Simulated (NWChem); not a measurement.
# InF (SMILES [F][In]) at HF/3-21G

What is the vertical singlet–triplet gap of InF at HF/3-21G? 

The calculation is run with NWChem 7.3.0.

11 further runs of the same task are left out: 3 that didn't finish, 8 set aside as unsound or not needed. Runs told in other sessions of the task aren't counted.

### Step 1. The molecule

InF has 2 atoms, charge 0, and is taken as a singlet. SMILES: `[F][In]`. The coordinates come from a PBE0-D4/def2-TZVP relaxation.

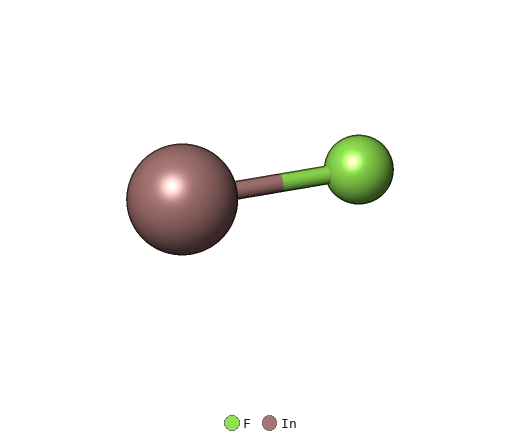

Viewed from a chosen angle; fluorine green, indium brown.

### Step 2. Energy and forces at HF/3-21G

Contents of work.nw:

```
echo
start work
memory 2200 mb

geometry noautosym nocenter noautoz
  F     0.000000    0.000000    0.015910
  In    0.000000    0.000000    2.009580
end

basis spherical bse
  * library 3-21G
end

scf
  thresh 1e-08
  maxiter 80
  print medium
end

task scf gradient
```

Started as:

```
$ nwchem work.nw > work.out
```

Output:

```text
[...]
  functions       =    40
[...]
  wavefunction    = RHF
[...]
         Total SCF energy =  -5813.686353889402
      One-electron energy =  -8267.928022438566
      Two-electron energy =   2337.187609046404
 Nuclear repulsion energy =    117.054059502760
        Time for solution =      2.2s
[...]
                         RHF ENERGY GRADIENTS
    atom               coordinates                        gradient
                 x          y          z           x          y          z
   1 F       0.000000   0.000000   0.030066    0.000000   0.000000  -0.028020
   2 In      0.000000   0.000000   3.797556   -0.000000  -0.000000   0.028020
[...]
```

It took 3.6 s on 1 thread of Intel Xeon at 2.80GHz (Skylake/Cascade Lake), shared host; peak memory 0.099 GiB.

### Step 3. The triplet: the energy at UHF/3-21G

Contents of m1.nw:

```
echo
start m1
memory total 2200 mb
charge 0
geometry units atomic noautosym nocenter noautoz
  F    0.00000000   0.00000000   0.03006554
  In   0.00000000   0.00000000   3.79755583
end
basis spherical bse
  F library 3-21G
  In library 3-21G
end
scf
  triplet
  uhf
  thresh 1e-08
  maxiter 80
  print low
end
task scf
```

Started as:

```
$ nwchem m1.nw > m1.out
```

Output:

```text
[...]
  functions       =    40
[...]
  wavefunction    = UHF
[...]
         Total SCF energy =  -5813.591800217199
      One electron energy =  -8265.660580253749
      Two electron energy =   2335.014729181915
 Nuclear repulsion energy =    117.054050854634
                       Sz =      1.0000
                 Sz(Sz+1) =      2.0000
                      S^2 =      2.0048
[...]
```

Run time: 3.9 s. Hardware: 1 thread of Intel Xeon at 2.80GHz (Skylake/Cascade Lake), shared host; peak memory 0.099 GiB.

### Step 4. Results

Level: HF/3-21G.

| quantity | value |
| --- | --- |
| singlet: total energy | -5813.68635 Eh |
| singlet: dipole moment | 2.19 D |
| singlet: HOMO energy | -8.72 eV |
| singlet: LUMO energy | 0.91 eV |
| singlet: HOMO–LUMO gap | 9.64 eV |
| singlet: largest force on an atom | 1.441 eV/Å |
| triplet: total energy | -5813.59180 Eh |
| triplet: ⟨S²⟩ | 2.005 |
| vertical energy of the triplet above the singlet | 2.573 eV |

In words: At this shape the triplet lies 2.57 eV (248 kJ/mol) above the singlet. The largest force (singlet) is 1.44 eV/Å: the shape isn't a stationary point for this species at this level. Relativity is left out (singlet) although the molecule holds a heavy atom. Relativity is left out (triplet) although the molecule holds a heavy atom.
